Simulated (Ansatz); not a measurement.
Ga16Sb13P3

Ga16Sb13P3, 64 atoms, a = 11.96 Å, b = 11.97 Å, c = 11.98 Å, α = 89.96°, β = 89.99°, γ = 89.88°.

Space group P1; a generated structure, not necessarily the stable one.

Method: Ansatz 0.2.0, DFT PBEsol, spin-orbit coupling, plane waves, PAW.

Q: What will maps of the valence pseudo-density and electron localisation function show?

A: Ga–P (2.39 Å): ρ at the midpoint is about 0.52 e/Å³; the ELF peaks at about 0.90 in the valence shell of P, 0.9 Å from its nucleus, and is about 0.75 at the midpoint.
Ga–Sb (2.62 Å): ρ at the midpoint is about 0.43 e/Å³; the ELF peaks at about 0.70 between the atoms.
Ga–P (2.44 Å): the density is about 0.48 e/Å³ at the midpoint; the ELF peaks at about 0.90 in the valence shell of P, 0.9 Å from its nucleus, and is about 0.75 at the midpoint.
Ga–Sb (2.64 Å): ρ at the midpoint is about 0.43 e/Å³; the ELF peaks at about 0.70 between the atoms.

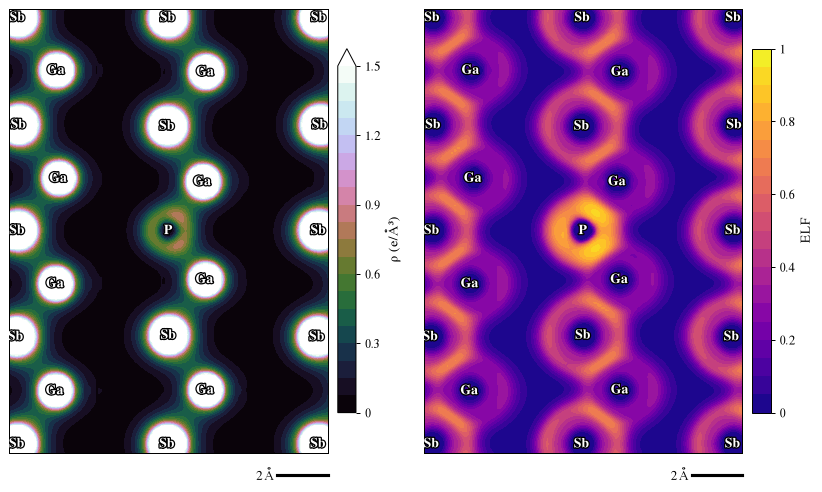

Computed valence pseudo-density and electron localisation function on the (011) plane of the conventional cell, in this order. 

The density is the valence pseudo-density of a PAW calculation; it isn't the true density close to the nuclei.
